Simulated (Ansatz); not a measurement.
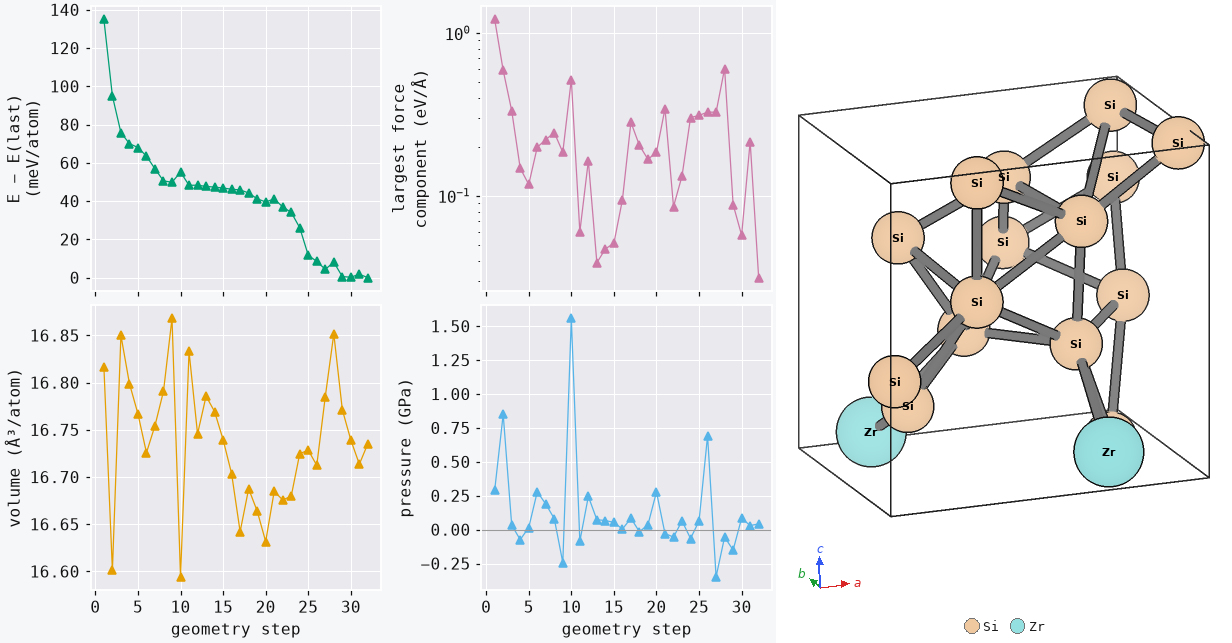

Beside the plot: the structure at the start.

History of a geometry optimisation. The run: ZrSi7 (amorphous cell, 16 atoms in the cell), by Ansatz 0.2.0, DFT PBE, scalar-relativistic, plane waves, PAW; cutoff 420 eV, 2×2×2 k-mesh, Gaussian smearing of 0.1 eV. Atoms and cell relax. A closing SCF on a freshly chosen basis isn't drawn.

The optimisation met its thresholds at geometry 32, counting the start as the first. The energy fell by about 140 meV/atom from the first step to the last. Steps 10, 12, 21, 28 and 31 went uphill and were rejected by the line search. The largest force component goes from about 1.2 eV/Å at the start to 0.031 eV/Å at the end. The volume shrinks from 16.82 to 16.74 Å³ per atom (−0.5 %), overshooting to 16.59 at step 10, as the pressure goes from 0.29 GPa to about 0 GPa.
